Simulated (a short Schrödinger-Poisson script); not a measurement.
Structure: gated Al0.33Ga0.67N/GaN polarisation-induced gas, at 20 K.

| layer | material | thickness (nm) | Na (cm⁻³) |
|---|---|---|---|
| 1 | Al0.33Ga0.67N | 10 | - |
| 2 | GaN | 6000 | 4e15 |

Constants are typed, rounded textbook-type inputs, not results; the design itself was drawn at random and stands for no fabricated device. Al0.33Ga0.67N: permittivity 9.3, conduction-band edge (eV) 0.462, gap (eV) 4.09, electron mass (mₑ) 0.24, Nv at 300 K (cm⁻³) 4.6e19. GaN: permittivity 9.5, conduction-band edge (eV) 0, gap (eV) 3.43, Nv at 300 K (cm⁻³) 4.6e19.

Channel valleys (confinement mass, in-plane density-of-states mass, number): Γ 0.2, 0.2, 1. At the gate the conduction-band edge of layer 1 lies 1.47 eV − eVg above the Fermi level of the channel; the field vanishes at the back. Sheet of polarisation charge: +1.6e13 e/cm² at 10 nm from the gate. The barrier under the gate holds no holes. Gaps are held at their typed values at every temperature. Mesh 0.08 nm at interfaces.

From a short Schrödinger-Poisson script (our own, NumPy): 1D Poisson equation in equilibrium, electrons quantum, Hartree (BenDaniel-Duke, 40 states a valley, the channel's in-plane mass for all, wave functions free to enter the barrier), parabolic valleys, classical holes, full ionisation, no traps, pinning or gate leakage.

Only gate voltages with over 1e8 electrons/cm² are shown.

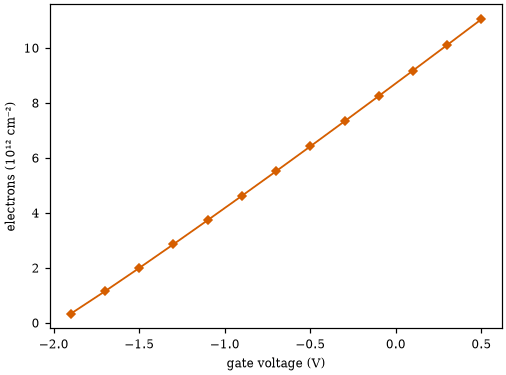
Figure. Sheet density against gate voltage

```
Vg (V)  electrons (cm⁻²)  in the channel layer  C (μF/cm²)  Γ E0 (meV)  Γ E1 (meV)
------  ----------------  --------------------  ----------  ----------  ----------
0.5              1.10e13               1.02e13       0.753      -123.2        -9.0
0.3              1.01e13               9.45e12       0.748      -113.9        -7.1
0.1              9.18e12               8.65e12       0.744      -104.6        -5.2
-0.1             8.25e12               7.83e12       0.739       -95.2        -3.4
-0.3             7.33e12               7.00e12       0.734       -85.7        -1.4
-0.5             6.42e12               6.17e12       0.728       -76.1         1.0
-0.7             5.52e12               5.33e12       0.720       -66.0         5.4
-0.9             4.62e12               4.49e12       0.714       -55.3        11.9
-1.1             3.74e12               3.65e12       0.707       -44.7        18.2
-1.3             2.86e12               2.81e12       0.698       -34.2        24.1
-1.5             2.00e12               1.97e12       0.686       -23.9        29.4
-1.7             1.15e12               1.14e12       0.668       -13.8        33.9
-1.9             3.35e11               3.33e11       0.636        -3.8        37.1
```

Subbands count from the Fermi level.
